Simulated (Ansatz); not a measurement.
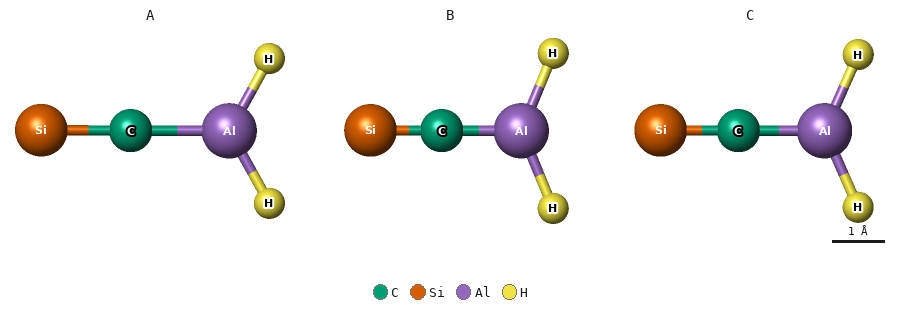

3 geometries from one relaxation of CH₂AlSi (multiplicity 2), in shuffled order. Style: ball-and-stick. Shown face on.

It is one of the separated reactants of a reaction.

Theory: UKS PBE-D4/def2-SVP (Ansatz). Set-up: force threshold 0.03 eV/Å; at most 250 steps.

Question: Put them in the order of the run, from the start to the converged end.

Answer: B, C, A. They are steps 0, 1, 5, at +525.6 kJ/mol, +184.4 kJ/mol relative to the last. Over 5 geometry steps the energy falls by 525.6 kJ/mol. The largest force component goes from 19 to 0.0034 eV/Å. The atom that moves furthest after the best rigid fit is the Si atom (0.57 Å). Largest moves by element: Si 0.57 Å, H 0.33 Å, C 0.21 Å, Al 0.15 Å. Some distances before and after: Al–C 1.540 → 1.909 Å, C–Si 1.380 → 1.731 Å, Al–H 1.623 → 1.602 Å. Bond angles that change, for instance: H–Al–H 135.1° → 121.9°, C–Al–H 112.4° → 119.1°. Cost: 23 s on 2 threads of Intel Xeon Platinum 8259CL @ 2.50GHz, with other jobs on the host.
